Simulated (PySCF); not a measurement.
# SiH3 (silyl radical) at NEVPT2(3,3)/SBKJC (core potential)

What is the energy change on altering one bond length of SiH3 (silyl radical) at NEVPT2(3,3)/SBKJC (core potential)? 

Program for the calculation: PySCF 2.14.0.

11 further runs of the same task are left out: 1 that didn't finish, 10 set aside as unsound or not needed.

## (1) Starting point

The species is SiH3 (4 atoms), meant as a doublet with charge 0. SMILES: `[SiH3]`. The coordinates come from a GFN2-xTB relaxation.

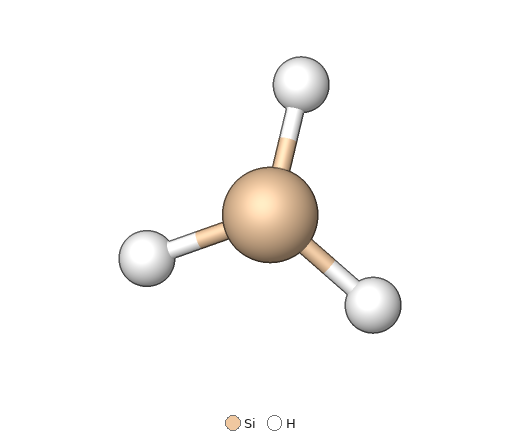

Viewed from a chosen angle; silicon light orange, hydrogen white.

## (2) A single-point energy at NEVPT2(3,3)/SBKJC (core potential)

File job.py:

```python
# [SiH3]
import numpy
from pyscf import gto, scf, mp, mcscf, mrpt

mol = gto.M(
    atom='''
Si   0.206560  -0.018900  -0.115090
H    0.587110   0.661780   1.105640
H   -0.194960  -1.401590   0.043390
H   -0.598710   0.758710  -1.033940
''',
    spin=1,
    verbose=3,
    ecp={'Si': 'sbkjc'},
    basis='sbkjc',
    max_memory=1860,
)

myscf = scf.ROHF(mol)
myscf.conv_tol = 1e-10
myscf.kernel()
if not myscf.converged:
    myscf = myscf.newton().run(myscf.mo_coeff, myscf.mo_occ)

pt = mp.MP2(scf.addons.convert_to_uhf(myscf)).run()
noons, natorbs = mcscf.addons.make_natural_orbitals(pt)
print('natural occupations', numpy.round(noons[:40], 4))
cas = mcscf.CASSCF(myscf, 3, 3)
cas.fix_spin_(ss=0.75)
cas.natorb = True
cas.kernel(natorbs)
e_pt2 = mrpt.NEVPT(cas).kernel()
e_final = cas.e_tot + e_pt2
print('E(%s) = %.9f' % ('NEVPT2', e_final))
```

Started as:

```bash
$ OMP_NUM_THREADS=1 python job.py
```

The program printed:

```text
converged SCF energy = -5.3862514150259
E(UMP2) = -5.42984948732642  E_corr = -0.0435980723005151
E(SCS-UMP2) = -5.43630354994061  E_corr = -0.0500521349147044
natural occupations [1.9911e+00 1.9850e+00 1.9850e+00 9.9830e-01 1.2400e-02 9.5000e-03
 9.5000e-03 2.4000e-03 2.4000e-03 2.0000e-03 7.0000e-04 6.0000e-04
 6.0000e-04 5.0000e-04]
CASSCF energy = -5.39268233840744
CASCI E = -5.39268233840744  E(CI) = -2.29957505438935  S^2 = 0.7500000
Sr    (-1)',   E = -0.00063590216382
Si    (+1)',   E = -0.00077787426354
Sijrs (0)  ,   E = -0.01392609280843
Sijr  (+1) ,   E = -0.00183876183211
Srsi  (-1) ,   E = -0.00593534479444
Srs   (-2) ,   E = -0.00394088857368
Sij   (+2) ,   E = -0.00177788803825
Sir   (0)' ,   E = -0.01239448291271
Nevpt2 Energy = -0.041227235386986
E(NEVPT2) = -5.433909574
```

Wall time 1.1 s (1 thread of Intel Xeon Platinum 8259CL at 2.50GHz (Skylake/Cascade Lake), shared host); peak memory 0.12 GiB.

## (3) The distorted shape

File job.py:

```python
import numpy
from pyscf import gto, scf, mp, mcscf, mrpt

mol = gto.Mole()
mol.atom = 'Si 0.850750 -0.640963 0.619961; H 1.231300 0.039717 1.840691; H 0.449230 -2.023653 0.778441; H -0.598710 0.758710 -1.033940'
mol.verbose = 4
mol.charge = 0
mol.ecp = {'Si': 'sbkjc'}
mol.max_memory = 1860
mol.basis = 'sbkjc'
mol.spin = 1
mol.build()

calc0 = mol.ROHF()
calc0.conv_tol = 1e-10
calc0.kernel()
if not calc0.converged:
    calc0 = calc0.newton().run(calc0.mo_coeff, calc0.mo_occ)

pt = mp.MP2(scf.addons.convert_to_uhf(calc0)).run()
noons, natorbs = mcscf.addons.make_natural_orbitals(pt)
print('natural occupations', numpy.round(noons[:40], 4))
cas = mcscf.CASSCF(calc0, 3, 3)
cas.fix_spin_(ss=0.75)
cas.natorb = True
cas.kernel(natorbs)
e_pt2 = mrpt.NEVPT(cas).kernel()
etot = cas.e_tot + e_pt2
print('E(%s) = %.9f' % ('NEVPT2', etot))
```

Started as:

```bash
$ OMP_NUM_THREADS=1 python job.py
```

The program printed:

```text
PySCF version 2.14.0

[INPUT] num. atoms = 4
[INPUT] num. electrons = 7
[INPUT] charge = 0
[INPUT] spin (= nelec alpha-beta = 2S) = 1
[INPUT] symmetry False subgroup None
[INPUT] Mole.unit = angstrom
[INPUT] Symbol           X                Y                Z      unit          X                Y                Z       unit  Magmom
[INPUT]  1 Si     0.850750000000  -0.640963000000   0.619961000000 AA    1.607684500474  -1.211244525980   1.171556497911 Bohr   0.0
[INPUT]  2 H      1.231300000000   0.039717000000   1.840691000000 AA    2.326819777177   0.075054252489   3.478401869952 Bohr   0.0
[INPUT]  3 H      0.449230000000  -2.023653000000   0.778441000000 AA    0.848921666938  -3.824149941154   1.471040294133 Bohr   0.0
[INPUT]  4 H     -0.598710000000   0.758710000000  -1.033940000000 AA   -1.131397928038   1.433754107969  -1.953863429233 Bohr   0.0

[... 50 lines left out ...]
converged SCF energy = -5.2645073220869
[... 33 lines left out ...]
sorting_mo_energy = False
[... 20 lines left out ...]
1-step CASSCF converged in   3 macro ( 20 JK   7 micro) steps
[... 2 lines left out ...]
Natural orbital (expansion on meta-Lowdin AOs) in CAS space
[... 9 lines left out ...]
CASSCF energy = -5.31832743342066
[... 2 lines left out ...]
******** <class 'pyscf.mrpt.nevpt2.NEVPT'> ********
NEVPT2 (2e+1e, 3o), ncore = 2, nvir = 9
root = 0
Natural occ [1.72928805 0.99681337 0.27389858]
Natural orbital (expansion on meta-Lowdin AOs) in CAS space
               #1        #2        #3
0 Si 3s          0.30806   0.32796   0.27545
0 Si 4s          0.08786   0.10138   0.07898
0 Si 3px        -0.26518   0.70464  -0.51991
[... 10 lines of this table left out ...]
3 H 2s           0.07097  -0.01416   0.02162
<CAS-nat-orb|mo-hf>  3      3        0.99292998
<CAS-nat-orb|mo-hf>  4      4        0.99874684
<CAS-nat-orb|mo-hf>  5      5       -0.98380955
Sr    (-1)',   E = -0.00073365437618
Si    (+1)',   E = -0.00007141698869
Sijrs (0)  ,   E = -0.01948327432906
Sijr  (+1) ,   E = -0.00289771338885
Srsi  (-1) ,   E = -0.00521989789382
Srs   (-2) ,   E = -0.00097306702689
Sij   (+2) ,   E = -0.00032285650280
Sir   (0)' ,   E = -0.00295878763331
Nevpt2 Energy = -0.032660668139586
E(NEVPT2) = -5.350988102
```

Run time: 1.1 s. Hardware: 1 thread of Intel Xeon Platinum 8259CL at 2.50GHz (Skylake/Cascade Lake), shared host; peak memory 0.12 GiB.

## (4) Results

Level: NEVPT2(3,3)/SBKJC (core potential).

| quantity | value |
| --- | --- |
| first shape: total energy | -5.43391 Eh |
| first shape: dipole moment (Hartree–Fock density) | 0.36 D |
| distorted shape: total energy | -5.35099 Eh |
| distorted shape: dipole moment (Hartree–Fock density) | 1.94 D |
| energy change with the Si1–H4 bond stretched from 1.448 to 2.607 Å | 2.256 eV |

In words: With the Si1–H4 bond stretched from 1.448 to 2.607 Å the energy rises by 2.26 eV (52 kcal/mol). The first shape isn't relaxed at this level, so the change isn't measured from a minimum. Mulliken charges (first shape) of the mean-field density run from -0.12 on H3 to +0.35 on Si1.
